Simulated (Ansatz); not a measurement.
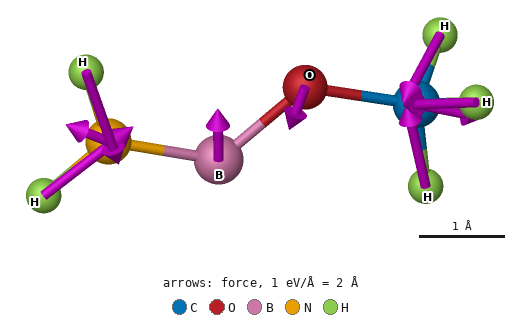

Starting geometry of CH5BNO (multiplicity 2) with the computed forces as purple arrows. A ball-and-stick model, seen from a free direction.

The start comes from PBE-D4/def2-SVP.

Computed with UKS PBE0-D4/def2-TZVP in Ansatz. Set-up: force threshold 0.005 eV/Å; at most 150 steps.

**Is this structure relaxed? If not, where do the atoms go?**

It isn't relaxed: the largest force vector, on an H atom, is 0.69 eV/Å. The final displacements follow the starting forces only in part (cosine between the two patterns 0.44). The energy falls by 0.83 kcal/mol in 7 geometry steps. Largest force component: 0.59 eV/Å at the start, 0.0043 eV/Å at the end. The largest moves after the best rigid fit, 0.050 Å, are those of H atoms. By element the largest moves are H 0.050 Å, O 0.027 Å, B 0.022 Å, N 0.020 Å, C 0.010 Å. Some distances before and after: C–H 1.111 → 1.093 Å, H–N 1.026 → 1.010 Å, B–O 1.360 → 1.348 Å, B–N 1.402 → 1.392 Å.
